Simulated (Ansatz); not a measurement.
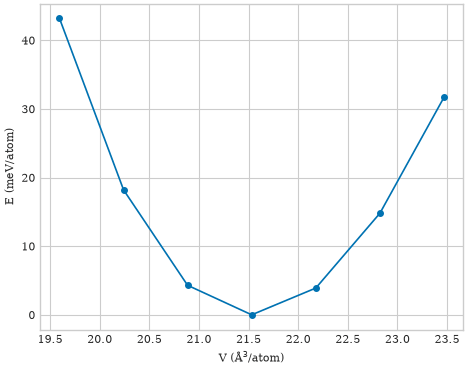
CaS (rock salt, Fm-3m) under volume change, plane-wave PAW LDA (Ansatz code), scaled uniformly.

Question: What does a third-order Birch–Murnaghan fit give for V₀, B₀ and B′?

Answer: V₀ = 21.53 Å³/atom, B₀ = 67.6 GPa, B′ = 4.2.

Symmetry was held in the LDA relaxation; phonons on a q-mesh show no instability.

Potentials: the later of the program's two PAW sets.
